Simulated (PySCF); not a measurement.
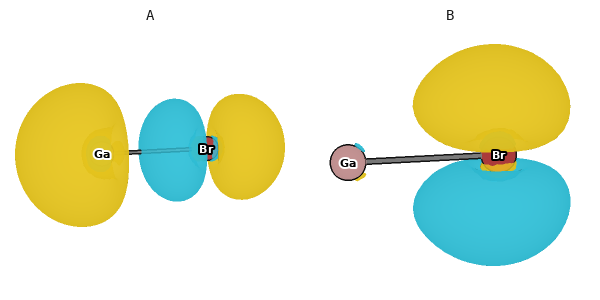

The picture shows: GaBr. Two frontier orbitals, each drawn at the value that holds 80 % of its norm (yellow and cyan are the two phases), in no order; of a degenerate pair one member is drawn.

These are results of PBE0/cc-pVTZ(-PP), non-relativistic Hamiltonian with scalar-relativistic core potentials where named, at a bond length of 2.380 Å in PySCF, not measurements.

> Label each orbital by symmetry, say whether it is occupied, and order them by energy.

Orbital B: π, occupied, −8.10 eV; mainly on Br (90 %).
Orbital A: σ, occupied, −7.33 eV; shared between the atoms (Ga 55 %, Br 45 %).
